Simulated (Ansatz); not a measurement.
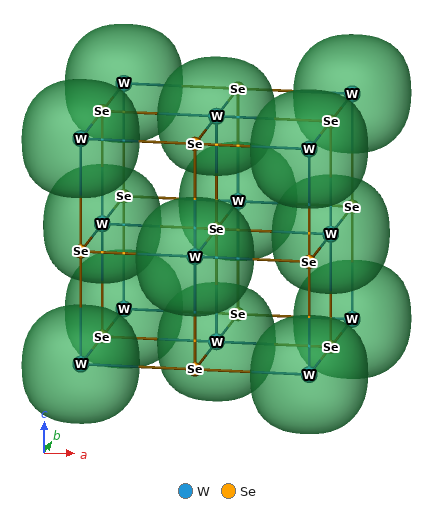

*WSe. Isosurfaces of the spin density (up minus down) at +0.08 (green) and −0.08 e/Å³ (red), seen slightly off an axis. Sticks mark near contacts.*

Space group Fm-3m; started from the rock salt prototype, which need not be the ambient phase; computed pressure about 22 GPa in this cell; Hubbard U of 4 eV on W d only; spin-polarised.

Method: DFT PBEsol+U, scalar-relativistic, plane waves, PAW in Ansatz 0.2.0.

The density is the valence pseudo-density of a PAW calculation; it isn't the true density close to the nuclei.

### Where is the spin, and how is it ordered?

The spin density sits on W: +2.2 μB (×4) in one cell of 8 atoms: parallel moments, as they must be, since the calculation's own cell holds one magnetic site. The cell of the calculation (2 atoms) carries 3.2 μB of net spin moment. Only one sign reaches the isovalue.
